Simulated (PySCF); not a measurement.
AlF4 (anion, charge -1), SMILES [F][Al-]([F])([F])[F] at its PBE0/def2-SVP optimised geometry (Å):

```
5

Al    -0.5671    -0.8005     0.0000
F      1.1306    -0.8005     0.0000
F     -1.1306     0.8005     0.0000
F     -1.1354    -1.5979    -1.3868
F     -1.1332    -1.6020     1.3855
```

Calculation: PySCF with PBE0/def2-TZVPD. Cells within 0.4 Å of a nucleus heavier than hydrogen are left out (blank, or x).

Map of the deformation density (molecule minus spherical neutral atoms) (e/bohr³) on the plane z = 0.0 Å:

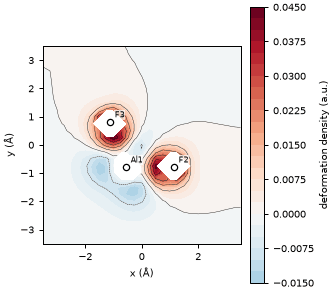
Fig. 1. Deformation density (molecule minus spherical neutral atoms) (e/bohr³) on the plane z = 0.0 Å.
